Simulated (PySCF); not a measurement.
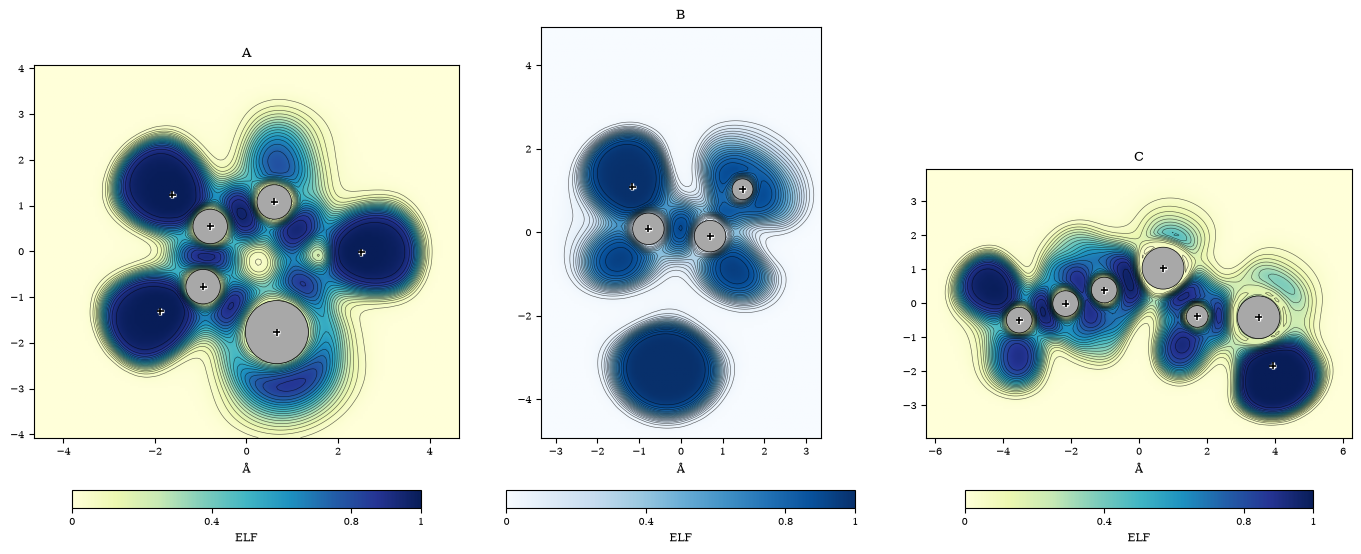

The ELF of 3 systems, each on a plane through atoms (crosses mark nuclei in the plane; grey discs cover the cores).

Level of theory: PBE0/def2-SVPD, SCF density, gas phase in PySCF 2.14.0.

System 1: C₃H₉GeNSi, the plane of atoms C3, Si4 and N5. Geometry: GFN2-xTB.

```yaml
atoms:
  - { symbol: C, position_ang: [3.7334, -0.1605, -0.0810] }
  - { symbol: C, position_ang: [2.3386, -0.0631, -0.4519] }
  - { symbol: C, position_ang: [1.1752, 0.0161, -0.7550] }
  - { symbol: Si, position_ang: [-0.5974, 0.1462, -1.2515] }
  - { symbol: N, position_ang: [-1.4901, -0.0128, 0.2333] }
  - { symbol: Ge, position_ang: [-3.2821, 0.1249, 0.4142] }
  - { symbol: H, position_ang: [3.9001, 0.3285, 0.8789] }
  - { symbol: H, position_ang: [4.3531, 0.3227, -0.8362] }
  - { symbol: H, position_ang: [4.0263, -1.2074, 0.0000] }
  - { symbol: H, position_ang: [-0.9199, 1.4655, -1.8055] }
  - { symbol: H, position_ang: [-0.9085, -0.9205, -2.2208] }
  - { symbol: H, position_ang: [-1.0265, -0.5560, 0.9448] }
  - { symbol: H, position_ang: [-3.5858, 0.0793, 1.8792] }
  - { symbol: H, position_ang: [-4.0231, -0.9826, -0.2881] }
  - { symbol: H, position_ang: [-3.6979, 1.4278, -0.1880] }
```

System 2: C₃H₇FSi, the plane of atoms C2, C3 and H8. Geometry: GFN2-xTB.

```
atom    x (Å)    y (Å)    z (Å)
   F  -1.8930   0.5906  -1.5941
   C  -0.7491   0.0268  -1.1037
   C  -0.8823  -1.0573  -0.0939
   C  -0.3763   0.3054   0.3165
  Si   1.4319   0.5725   0.7739
   H  -0.0024  -0.0205  -1.8863
   H  -0.1875  -1.8819  -0.1405
   H  -1.8814  -1.3391   0.2032
   H  -1.1023   0.9080   0.8497
   H   1.6146   0.2279   2.1835
   H   1.7794   1.9722   0.5322
   H   2.2495  -0.3054  -0.0665
```

System 3: C₄H₆Se (SMILES C1=C[Se]CC1), the plane of atoms C2, C1 and C5. Geometry: GFN2-xTB.

```xyz
11

C     0.8998   -0.6975    0.2288
C     1.5476    0.4200   -0.0627
Se    0.4485    1.8530   -0.6351
C    -1.0901    0.7220   -0.1064
C    -0.5858   -0.7150    0.0247
H     1.3943   -1.5973    0.5589
H     2.6104    0.5783   -0.0060
H    -1.8798    0.8309   -0.8483
H    -1.4463    1.1106    0.8497
H    -1.0883   -1.2169    0.8544
H    -0.8049   -1.2854   -0.8840
```

Which map belongs to which system?

Answer. Panel A is system 3, C₄H₆Se: the plane holds C, Se and H. C–C (1.32 Å): the ELF peaks at about 0.90 between the atoms (a multiple bond). Panel B is system 2, C₃H₇FSi: the plane holds F, C and H. C–F (1.37 Å): the ELF peaks at about 0.85 between the atoms: a shared but strongly polarised pair. Panel C is system 1, C₃H₉GeNSi: the plane holds C, Si, N, Ge and H. C–C (1.20 Å): the ELF peaks at about 0.85 between the atoms; a short, multiple covalent bond.
